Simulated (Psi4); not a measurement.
**MP3/cc-pVDZ run of CH5BO2 (SMILES COBO)**

Aim: the vertical ionisation energy of CH5BO2 at MP3/cc-pVDZ, from 2 runs. 

Program for the calculation: Psi4 1.11.

1 further run of the same task is left out (set aside as unsound or not needed). Runs told in other sessions of the task aren't counted.

### 1 The structure to begin with

CH5BO2: 9 atoms, total charge 0, spin state singlet. SMILES: `COBO`. Geometry: relaxed at PBE0-D4/def2-TZVP. This is one conformer, not always the lowest.

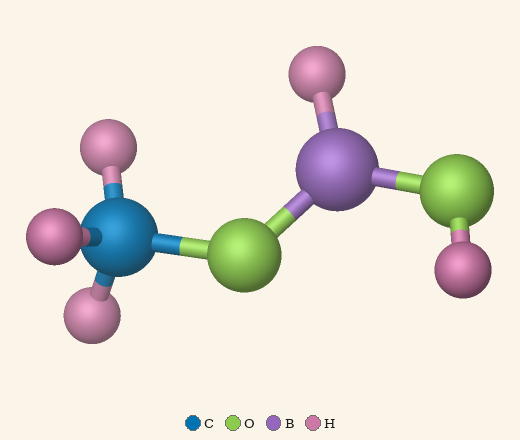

The structure, seen from a chosen angle (carbon blue, oxygen green, boron purple, hydrogen pink).

### 2 The energy at MP3/cc-pVDZ

calc.in

```
memory 2.2 GB

molecule {
  0 1
  C      0.53252482     1.51537138    -1.99819640
  O     -0.21448392     0.85944744     0.47432126
  B     -0.25492405    -1.57622056     1.26914007
  O     -0.99135032    -2.11365867     3.66323409
  H      1.07355341    -0.15080014    -3.09461550
  H      2.13803614     2.80888891    -1.90144243
  H     -1.02952279     2.47081691    -2.95118529
  H      0.34752063    -3.28509990    -0.08995096
  H     -1.43411316    -0.61661763     4.59619188
  units au
  symmetry c1
}

set {
  reference       rhf
  puream          true
  e_convergence   1e-09
  d_convergence   1e-08
  scf_type        pk
  num_frozen_docc 4
  mp_type         conv
}

E = energy("mp3/cc-pVDZ")
print_variables()
```

Started as:

```
$ psi4 -n 1 calc.in calc.out
```

calc.out (excerpt; [...] marks lines left out):

```text
[...]
  Running in c1 symmetry.
[...]
  Nuclear repulsion =  115.438950572107544
[...]
  Multiplicity = 1
[...]
  Nalpha       = 16
  Nbeta        = 16
[...]
    Number of basis functions: 81
[...]
   @RHF iter   1:  -215.19087066319480   -9.61685e-01   5.92173e-03 DIIS/ADIIS
[...]
   @RHF iter  11:  -215.29575439666030   -1.34150e-11   8.97245e-09 DIIS
[...]
    Orbital Energies [Eh]
    ---------------------
    Doubly Occupied:
       1A    -20.565137     2A    -20.562025     3A    -11.289314
       4A     -7.641776     5A     -1.390020     6A     -1.347703
       7A     -0.944973     8A     -0.754709     9A     -0.702510
      10A     -0.653144    11A     -0.638771    12A     -0.551807
      13A     -0.536378    14A     -0.530675    15A     -0.478414
      16A     -0.457638
[...]
  @RHF Final Energy:  -215.29575439666030
   => Energetics <=
    Nuclear Repulsion Energy =            115.4389505721075437
    One-Electron Energy =                -523.3794208818303559
    Two-Electron Energy =                 192.6447159130624982
    Total Energy =                       -215.2957543966602998
[...]
 Multipole Moments:
 ------------------------------------------------------------------------------------
     Multipole            Electronic (a.u.)      Nuclear  (a.u.)        Total (a.u.)
 ------------------------------------------------------------------------------------
 L = 1.  Multiply by 2.5417464519 to convert [e a0] to [Debye]
 Dipole X            :         -1.0619467            1.1507181            0.0887714
 Dipole Y            :         -1.4068146            1.9946939            0.5878793
 Dipole Z            :          3.6374589           -4.0759431           -0.4384842
 Magnitude           :                                                    0.7387495
[...]
	SCS-MP2 Total Energy (a.u.)        :  -215.88574434143308
	SOS-MP2 Total Energy (a.u.)        :  -215.88114879820040
[...]
	SOS-PI-MP2 Total Energy (a.u.)     :  -215.92617913678041
[...]
	MP2 Total Energy (a.u.)            :  -215.89493542789850
[...]
	SCS-MP3 Total Energy (a.u.)        :  -215.89166474777969
[...]
	MP3 Total Energy (a.u.)            :  -215.91861705328492
[...]
```

Wall time 8.4 s (1 thread of AMD EPYC 7R43 (Zen 3), shared host); peak memory 0.45 GiB.

### 3 The doublet cation at the same level

ch5bo2_ase.py

```python
import numpy as np
from ase.calculators.psi4 import Psi4
from ase import Atoms

mol = Atoms(['C', 'O', 'B', 'O', 'H', 'H', 'H', 'H', 'H'], positions=[
    [0.281800, 0.801900, -1.057400],
    [-0.113500, 0.454800, 0.251000],
    [-0.134900, -0.834100, 0.671600],
    [-0.524600, -1.118500, 1.938500],
    [0.568100, -0.079800, -1.637600],
    [1.131400, 1.486400, -1.006200],
    [-0.544800, 1.307500, -1.561700],
    [0.183900, -1.738400, -0.047600],
    [-0.758900, -0.326300, 2.432200],
])
calc = Psi4(atoms=mol, method='mp3', basis='cc-pVDZ', memory='2200MB', num_threads=1, charge=1, multiplicity=2, label='psi4-calc', reference='uhf')
calc.psi4.set_options({'puream': True, 'e_convergence': 1e-09, 'd_convergence': 1e-08, 'scf_type': 'pk', 'num_frozen_docc': 4, 'maxiter': 100, 'mp_type': 'conv'})
mol.calc = calc

print(f'energy: {mol.get_potential_energy():.6f} eV')
```

Started as:

```
$ python ch5bo2_ase.py
```

psi4-calc.dat (excerpt; [...] marks lines left out):

```text
[...]
  Running in c1 symmetry.
[...]
  Nuclear repulsion =  115.438950461155656
[...]
  Multiplicity = 2
[...]
  Nalpha       = 16
  Nbeta        = 15
[...]
    Number of basis functions: 81
[...]
   @UHF iter   1:  -214.77130395880533   -5.42118e-01   5.52194e-03 ADIIS/DIIS
[...]
   @UHF iter  22:  -214.91870620912704   -1.70530e-12   5.39056e-09 DIIS
[...]
   @S^2 Observed:                7.719964349E-01
[...]
  @UHF Final Energy:  -214.91870620912704
   => Energetics <=
    Nuclear Repulsion Energy =            115.4389504611556561
    One-Electron Energy =                -514.0260871212283291
    Two-Electron Energy =                 183.6684304509456638
    Total Energy =                       -214.9187062091270377
  UHF NO Occupations:
  HONO-2 :   14  A 1.9983137
  HONO-1 :   15  A 1.9930545
  HONO-0 :   16  A 1.0000000
  LUNO+0 :   17  A 0.0069455
  LUNO+1 :   18  A 0.0016863
[...]
 Multipole Moments:
 ------------------------------------------------------------------------------------
     Multipole            Electronic (a.u.)      Nuclear  (a.u.)        Total (a.u.)
 ------------------------------------------------------------------------------------
 L = 1.  Multiply by 2.5417464519 to convert [e a0] to [Debye]
 Dipole X            :         -0.8841202            1.1507181            0.2665979
 Dipole Y            :         -0.7320701            1.9946939            1.2626238
 Dipole Z            :          2.8998247           -4.0759431           -1.1761184
 Magnitude           :                                                    1.7460091
[...]
	SCS-MP2 Total Energy (a.u.)        :  -215.46837074966865
	SOS-MP2 Total Energy (a.u.)        :  -215.46477749173641
[...]
	SOS-PI-MP2 Total Energy (a.u.)     :  -215.50678297501406
[...]
	MP2 Total Energy (a.u.)            :  -215.47555726553318
[...]
	SCS-MP3 Total Energy (a.u.)        :  -215.47595120751029
[...]
	MP3 Total Energy (a.u.)            :  -215.50587909689978
[...]
```

The script printed:

```text
energy: -5864.213667 eV
```

Wall time 14 s (1 thread of AMD EPYC 7R43 (Zen 3), shared host); peak memory 0.53 GiB.

### 4 Results

At MP3/cc-pVDZ, 4 core orbitals frozen:

| quantity | value |
| --- | --- |
| singlet CH5BO2: total energy | -215.91862 Eh |
| singlet CH5BO2: HOMO energy (Hartree–Fock orbitals) | -12.45 eV |
| singlet CH5BO2: LUMO energy (Hartree–Fock orbitals) | 5.04 eV |
| singlet CH5BO2: HOMO–LUMO gap (Hartree–Fock orbitals) | 17.49 eV |
| singlet CH5BO2: correlation energy (4 core orbitals frozen) | -622.9 mEh |
| doublet cation: total energy | -215.50588 Eh |
| doublet cation: HOMO energy (Hartree–Fock orbitals) (highest over α and β) | -19.74 eV |
| doublet cation: LUMO energy (Hartree–Fock orbitals) (lowest over α and β) | -8.12 eV |
| doublet cation: correlation energy (4 core orbitals frozen) | -587.2 mEh |
| doublet cation: ⟨S²⟩ of the reference determinant | 0.772 |
| vertical ionisation energy (to the doublet cation) | 11.231 eV |

In words: The vertical ionisation energy comes to 11.23 eV (1084 kJ/mol).
